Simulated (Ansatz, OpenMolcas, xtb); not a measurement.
# How methods differ on CH4Si (SMILES C[SiH])

The species is CH4Si (6 atoms), meant as a singlet with charge 0. As SMILES, `C[SiH]`. The shape is that of a PBE0-D4/def2-TZVP optimisation.

```csv
atom,x (Å),y (Å),z (Å)
C,-0.0935,-0.3660,-0.3703
Si,0.9173,0.2098,1.1223
H,-1.1569,-0.4101,-0.1022
H,0.2150,-1.3356,-0.7630
H,-0.0240,0.3820,-1.1708
H,0.1422,1.5200,1.2840
```

Quantity: the electronic atomisation energy, in eV. The values are calculated. Electronic energies at fixed atoms, without zero-point motion or spin-orbit coupling.

```tsv
level	kind	program	value (eV)	less CCSD(T)/def2-TZVP
GFN0-xTB	semi-empirical	xtb	21.22	+2.10
HF/def2-TZVP	Hartree–Fock	OpenMolcas	14.83	-4.29
SVWN5/def2-TZVP	LDA	OpenMolcas	22.15	+3.03
revPBE/def2-TZVP	GGA	OpenMolcas	19.32	+0.20
M06-L/def2-TZVP	meta-GGA	OpenMolcas	19.86	+0.74
BHLYP/def2-TZVP	global hybrid	OpenMolcas	19.41	+0.29
M06-2X/def2-TZVP	hybrid meta-GGA	OpenMolcas	19.85	+0.73
CCSD(T)/def2-TZVP	coupled cluster or CI	OpenMolcas	19.12	0.00
FCI/STO-3G	exact in the basis	Ansatz	22.26	+3.14
```

CCSD(T)/def2-TZVP is the highest level here, not the true value. The values span 14.83 to 22.26 eV. The xTB rows lack spin polarisation, so open shells miss the exchange term that lowers them. High-level rows in very small sets aren't better than simpler rows in larger ones.

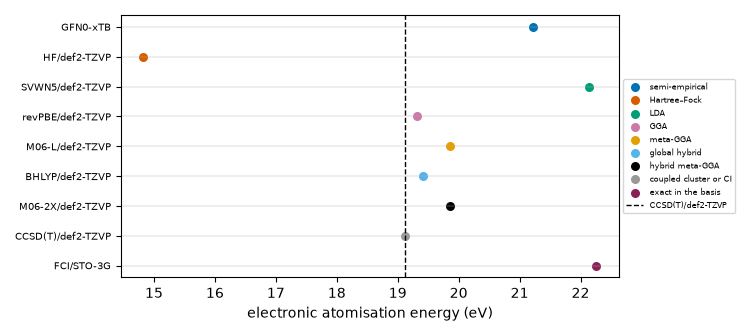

The values of the table, level by level.
